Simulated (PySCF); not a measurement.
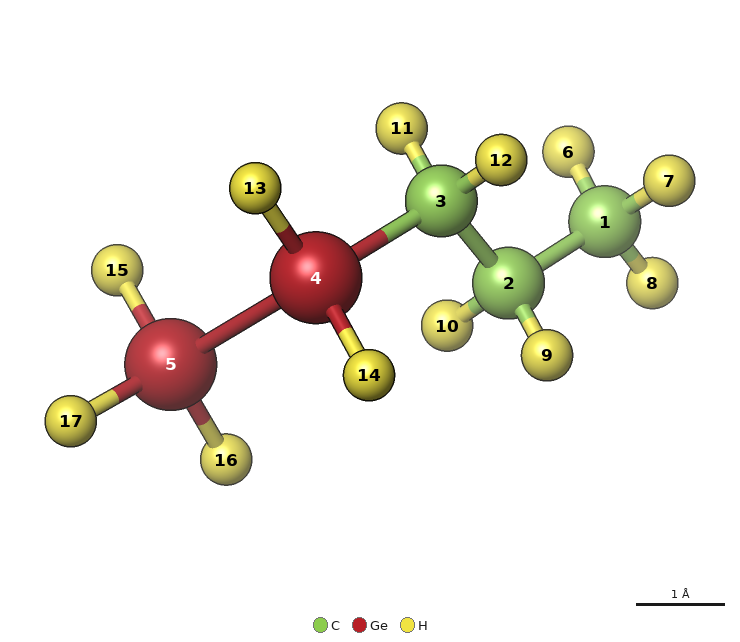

Orthographic view. Depth is shown by fading: the farther an atom, the more it takes the colour of the background. The computed structure is the end point of a PBE0-D3(BJ)/def2-SVP optimisation. No frequency run is at hand to confirm it as a minimum.

Write the connection table.

C1: C2, H6, H7, H8
C2: C1, C3, H9, H10
C3: C2, Ge4, H11, H12
Ge4: C3, Ge5, H13, H14
Ge5: Ge4, H15, H16, H17
(terminal hydrogens appear only as neighbours)
